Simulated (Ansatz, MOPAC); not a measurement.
Dissociation curve of NBe (cation, charge +1), lowest triplet found (which spin is the ground state isn't settled by this scan).

Methods: ROMP2 = Ansatz (a program for electronic structure) with MP2 on ROHF/aug-cc-pVDZ, frozen core; UCCSD = Ansatz with CCSD on UHF/aug-cc-pVDZ, frozen core; PM6, unrestricted, heats of formation (MOPAC).

Energies are in mEh, each relative to the lowest point of its own curve between 1.38 and 1.97 Å, where full CI is lowest.

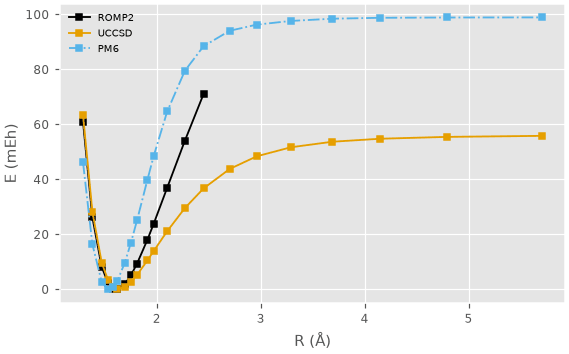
Fig. 1. Energy against bond length for each method.

```csv
R / Å,ROMP2,UCCSD,PM6
1.29,60.9,63.3,46.1
1.38,26.2,28.2,16.4
1.47,8.1,9.7,2.6
1.53,2.3,3.4,0.0
1.58,0.3,0.8,0.8
1.62,0.0,0.0,3.0
1.69,1.8,0.8,9.5
1.75,5.0,2.6,16.8
1.81,9.3,5.2,25.1
1.91,18.1,10.5,39.9
1.97,23.8,13.9,48.5
2.10,36.9,21.1,64.7
2.27,54.0,29.5,79.5
2.45,71.0,36.7,88.4
2.70,—,43.8,94.0
2.96,—,48.4,96.3
3.29,—,51.7,97.6
3.69,—,53.7,98.4
4.15,—,54.8,98.8
4.79,—,55.4,98.9
5.71,—,55.8,98.9
```

At the longest distance, 5.71 Å, PM6 lies highest above its minimum (98.9 mEh) and UCCSD lowest (55.8 mEh).

Dashes: no converged value, or the column stops at the first point that the program doubted or that broke a chosen test of continuity, which isn't proof of a fault.

The scan ran from 1.21 to 5.71 Å; beyond the distances shown full CI changes its symmetry label. The T1 diagnostic of CCSD on the restricted reference of ROMP2 exceeds 0.045 at 1.62 to 2.96 Å. The unrestricted determinant behind UCCSD is spin-contaminated at 1.69 to 5.71 Å (<S²> up to 3.0, against 2.00 for a pure triplet).
